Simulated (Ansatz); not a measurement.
# Cl3HSeZr (SMILES [Cl][Zr]([Cl])([Cl])[SeH]): what the fields show

```json
{"atom": "Cl", "x (Å)": "-1.4453", "y (Å)": "1.3340", "z (Å)": "-1.4237"}
{"atom": "Cl", "x (Å)": "-0.4399", "y (Å)": "-2.3973", "z (Å)": "-1.1996"}
{"atom": "Cl", "x (Å)": "2.1954", "y (Å)": "0.4260", "z (Å)": "-0.9462"}
{"atom": "Se", "x (Å)": "-0.3361", "y (Å)": "-0.2826", "z (Å)": "2.0238"}
{"atom": "Zr", "x (Å)": "0.0075", "y (Å)": "-0.2321", "z (Å)": "-0.4969"}
{"atom": "H", "x (Å)": "0.0183", "y (Å)": "1.1521", "z (Å)": "2.0425"}
```

Geometry: PBE0-D4/def2-SVP; core potentials replace the inner electrons of Zr.

Level of theory: isolated molecule in a Gaussian basis; Kohn-Sham density functional theory, functional PBE0 in Ansatz.

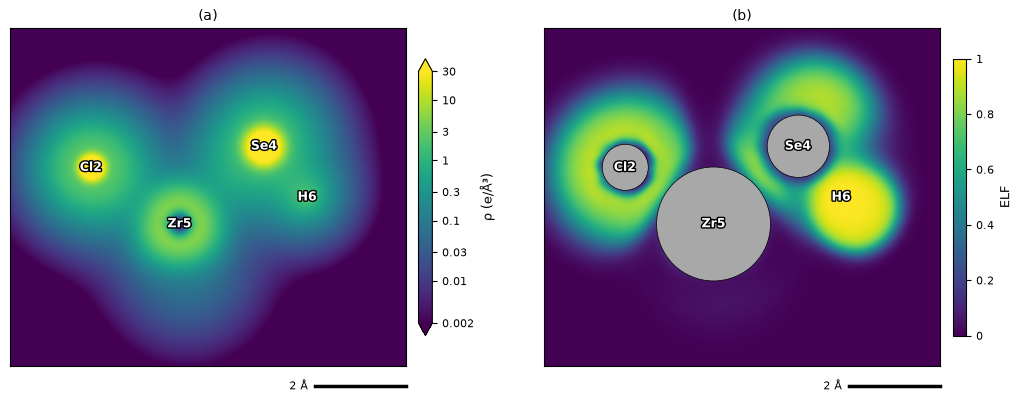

Figure 1. (a) electron density; (b) ELF on the plane of atoms Zr5, Se4 and H6. Grey discs cover the atomic cores in the ELF map.

Question: Read the bonding off the picture.

Answer: Atoms in the plane: Cl, Se, Zr and H.
Zr–Cl (2.32 Å): ρ is about 0.64 e/Å³ halfway; the ELF peaks at about 0.85 in the valence shell of Cl, 0.8 Å from its nucleus, and is about 0.35 at the midpoint.
Zr–Se (2.54 Å): ρ at the midpoint is about 0.55 e/Å³; the ELF peaks at about 0.80 in the valence shell of Se, 1.0 Å from its nucleus, and is about 0.55 at the midpoint.
Se–H (1.48 Å): ρ is about 1.3 e/Å³ halfway; the ELF climbs to about 1 towards the hydrogen, as it does in any bond to H.

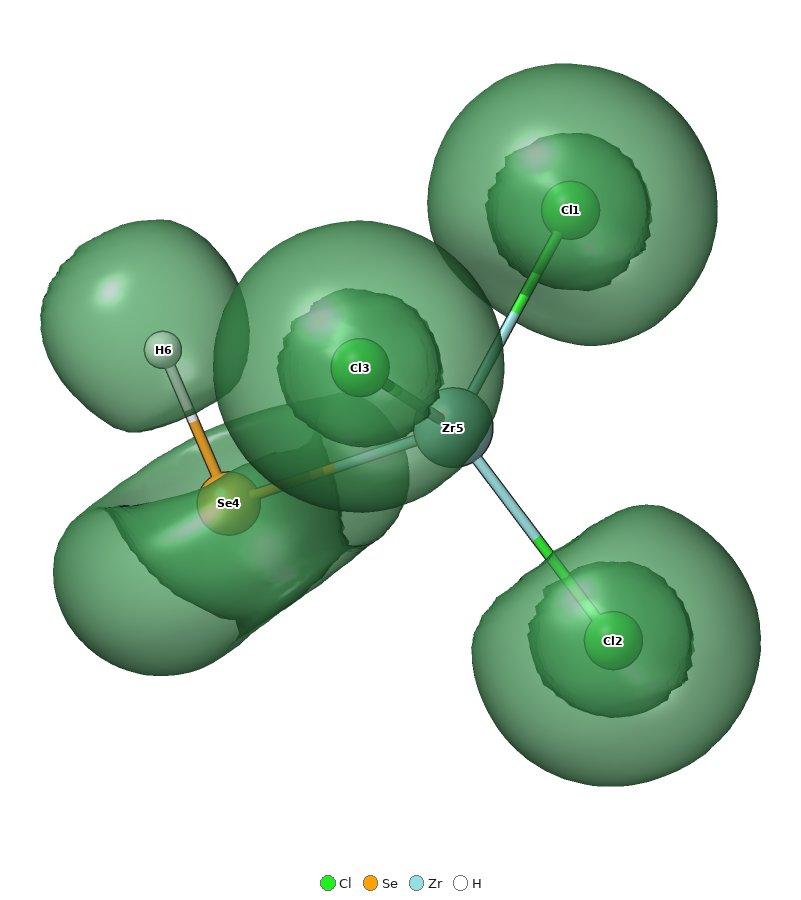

Figure 2. Isosurface of the ELF at 0.75 (green), seen at a tilt. Only the valence region is drawn (cores and ρ < 0.01 e/Å³ removed).

Question: Identify the bonds, lone pairs and shells in this picture.

Answer: At this value the surface marks out one region around a hydrogen nucleus, three regions wrapped around Cl (the valence shell of each) and one region wrapped around Se (its valence shell).

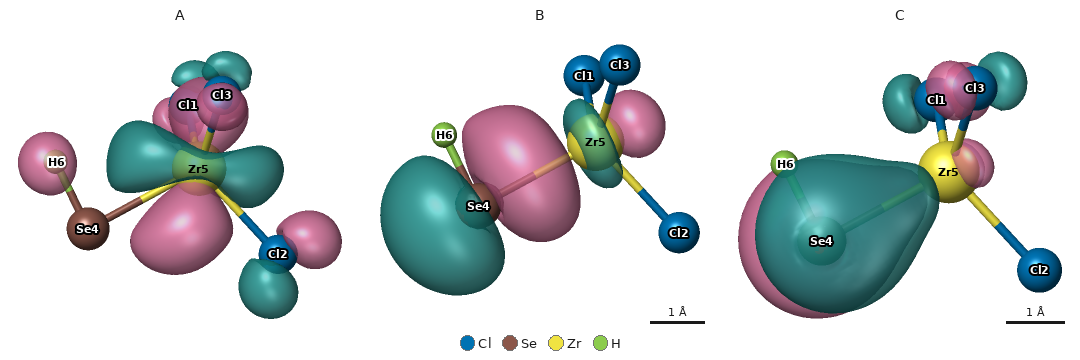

Figure 3. Three frontier orbitals at ±0.1 Å⁻³ᐟ² (teal and pink are the two phases), in no order.

Question: Order the three orbitals by energy and name them.

Answer: B is the HOMO−1 (−8.95 eV). By Hirshfeld shares it lies mainly on Se4 (about 75 %) and Zr5 (about 20 %). C is the HOMO (−7.84 eV). It lies mainly on Se4 (about 80 %) and Zr5 (about 10 %); largely a lone pair of Se4. A is the LUMO (−2.86 eV). By Hirshfeld shares it lies mainly on Zr5 (about 65 %), Cl2 (about 10 %) and Se4 (about 10 %).

Question: What is the HOMO–LUMO gap?

Answer: 4.98 eV between the orbital energies.

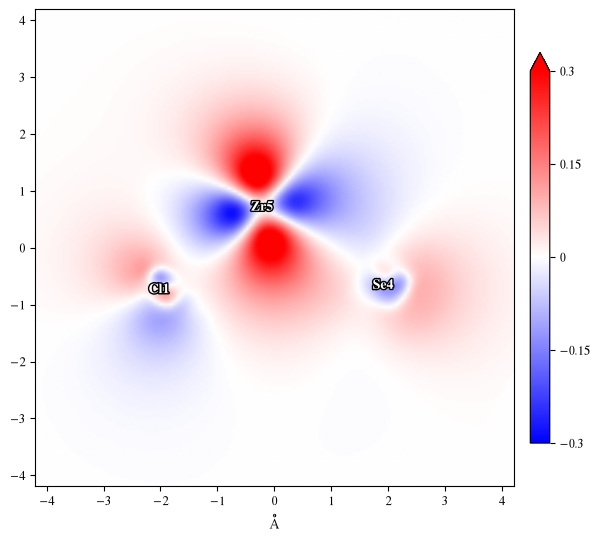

Figure 4. The LUMO on the plane of atoms Cl1, Zr5 and Se4 (values in Å⁻³ᐟ²; the overall sign is arbitrary).

Question: What is the character of this orbital?

Answer: It lies mainly on Zr5 (about 65 %), Cl2 (about 10 %) and Se4 (about 10 %). Its energy is −2.86 eV.
